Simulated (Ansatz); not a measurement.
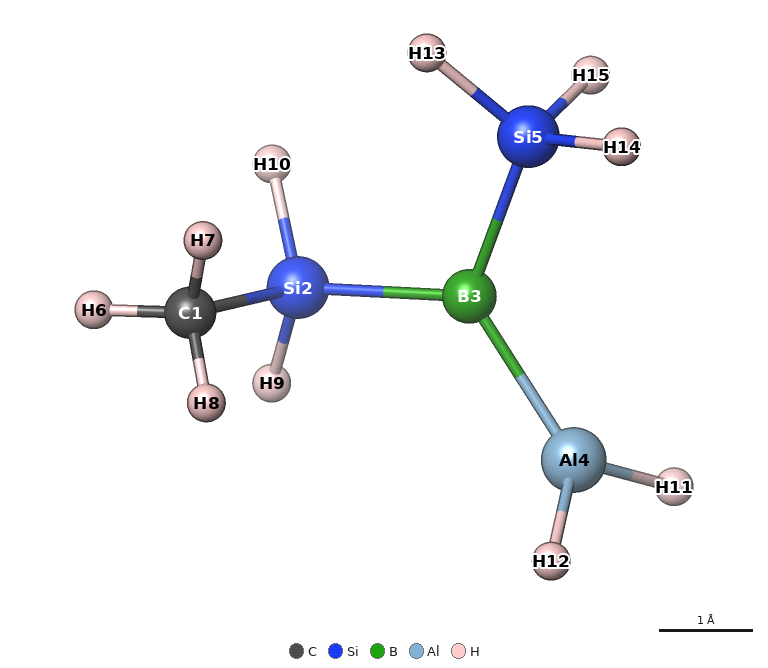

Orthographic view. Distant atoms are faded towards the background colour. The geometry was computed by an optimisation with PBE0-D4/def2-TZVP. No frequency run is at hand to confirm it as a minimum.

List the bonded neighbours of every atom.

C1: Si2, H6, H7, H8
Si2: C1, B3, H9, H10
B3: Si2, Al4, Si5
Al4: B3, H11, H12
Si5: B3, H13, H14, H15
(terminal hydrogens appear only as neighbours)
